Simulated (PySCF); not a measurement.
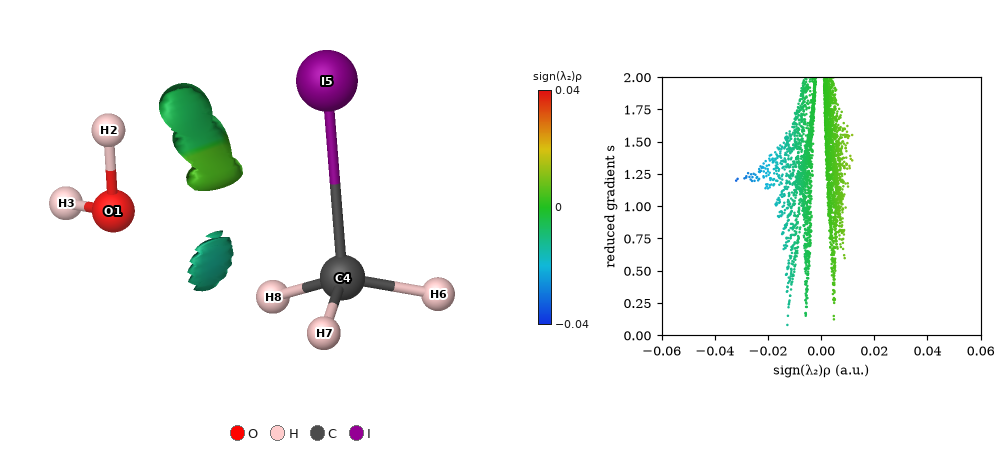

Figure. CH5IO, SMILES `O.CI`. Non-covalent interaction surfaces between the fragments (reduced density gradient s = 0.5, coloured by sign(λ₂)ρ in a.u.; trimmed to the region between the fragments where ρ is under 0.06 a.u.). Fragment A: H2O (atoms 1–3); fragment B: H3CI. The plot gives s against sign(λ₂)ρ for grid points between the fragments.

Level of theory: PBE0/def2-SVP (PySCF), at a geometry from GFN2-xTB. Core potentials replace the inner electrons of I; spin–orbit coupling isn't included. GFN2-xTB bond lengths at metals and heavier atoms can be off by up to 0.1 Å and shapes distorted, which carries into these values.

Input

```python
import numpy as np
from pyscf import gto, scf, dft
from pyscf.scf import atom_ks, atom_hf
from scipy.linalg import block_diag
from pyscf.dispersion import dftd3

def solve(mol, dm0=None, hcore=None):
    mf = (dft.UKS if mol.spin else dft.RKS)(mol, xc='pbe0')
    mf.grids.level = 3
    mf = mf.density_fit(auxbasis='def2-universal-jkfit')
    mf.conv_tol, mf.max_cycle = 1e-8, 80
    if hcore is not None:
        mf.get_hcore = lambda *args: hcore
    mf.kernel(dm0)
    if not mf.converged:
        mf = mf.newton().run(mf.mo_coeff, mf.mo_occ, max_cycle=30)
    assert mf.converged, 'SCF not converged'
    return mf

mol = gto.M(atom='''
O     -3.03103    -0.36479    -0.01773
H     -2.40181    -1.07565    -0.16819
H     -3.86028    -0.77442     0.23462
C     -0.45443     1.62636    -0.00200
I      0.66263    -0.20224     0.00179
H     -0.19006     2.18076     0.88916
H     -0.18641     2.17955    -0.89282
H     -1.50590     1.36859    -0.00393
''', basis='def2-svp', ecp={'I': 'def2-svp'}, charge=0, spin=0, verbose=4)
mol_a = gto.M(atom='''
O     -3.03103    -0.36479    -0.01773
H     -2.40181    -1.07565    -0.16819
H     -3.86028    -0.77442     0.23462
ghost-C     -0.45443     1.62636    -0.00200
ghost-I      0.66263    -0.20224     0.00179
ghost-H     -0.19006     2.18076     0.88916
ghost-H     -0.18641     2.17955    -0.89282
ghost-H     -1.50590     1.36859    -0.00393
''', basis='def2-svp', charge=0, spin=0, verbose=4)
mol_b = gto.M(atom='''
ghost-O     -3.03103    -0.36479    -0.01773
ghost-H     -2.40181    -1.07565    -0.16819
ghost-H     -3.86028    -0.77442     0.23462
C     -0.45443     1.62636    -0.00200
I      0.66263    -0.20224     0.00179
H     -0.19006     2.18076     0.88916
H     -0.18641     2.17955    -0.89282
H     -1.50590     1.36859    -0.00393
''', basis='def2-svp', ecp={'I': 'def2-svp'}, charge=0, spin=0, verbose=4)
ab, a, b = solve(mol), solve(mol_a), solve(mol_b)
e_int = ab.e_tot - a.e_tot - b.e_tot
print('counterpoise-corrected interaction energy / kcal/mol', e_int * 627.5095)
def disp(atoms, charge):
    m = gto.M(atom=atoms, charge=charge, basis='sto-3g', spin=None, unit='Bohr', verbose=0)
    return dftd3.DFTD3Dispersion(m, xc='pbe0', version='d3bj').get_dispersion()['energy']
e_disp = disp(mol._atom, mol.charge) - disp(mol._atom[:3], mol_a.charge) - disp(mol._atom[3:], mol_b.charge)
print('D3(BJ) part / kcal/mol', e_disp * 627.5095)
# spherically averaged free atoms, for the promolecule
atom_ks.AtomSphAverageRKS.init_guess_by_vsap = lambda self, mol=None: self.init_guess_by_minao(mol)  # core potentials
atm = atom_ks.get_atm_nrks(mol, xc='pbe0')
pro = block_diag(*[(atm[a[0]][2] * atm[a[0]][3]) @ atm[a[0]][2].T for a in mol._atom])
np.savez('result.npz', e_int=e_int, e_disp=e_disp, dm_a=a.make_rdm1(), dm_b=b.make_rdm1(), c=ab.mo_coeff, occ=ab.mo_occ, eps=ab.mo_energy, pro=pro, d=[f.dip_moment(verbose=0) for f in (ab, a, b)])
```

Command:

```sh
OMP_NUM_THREADS=1 python input.py
```

The run took 23 s on 1 thread of Intel(R) Xeon(R) Processor @ 2.70GHz, with other jobs on the host, peak memory 0.39 GiB.

Partitions, critical points and surface values were worked out afterwards from this run's density.

> Interpret the surfaces between the fragments.

Bond critical points between the fragments: O1···H8, weak C–H hydrogen bond, 2.31 Å, ρ = 0.013 a.u.; H2···I5, 3.19 Å, ρ = 0.006 a.u. All are weak and appear green, as weak hydrogen bonds do. Several contacts close a ring, whose ring point adds a part with positive λ₂ between them. The pose is a local one from a semi-empirical search, not shown to be the most stable.

> How strongly are they bound?

The counterpoise-corrected interaction energy of the frozen fragments is −2.8 kcal/mol without dispersion correction and −3.6 kcal/mol with D3(BJ). The pair geometry is semi-empirical, not a minimum at this level.
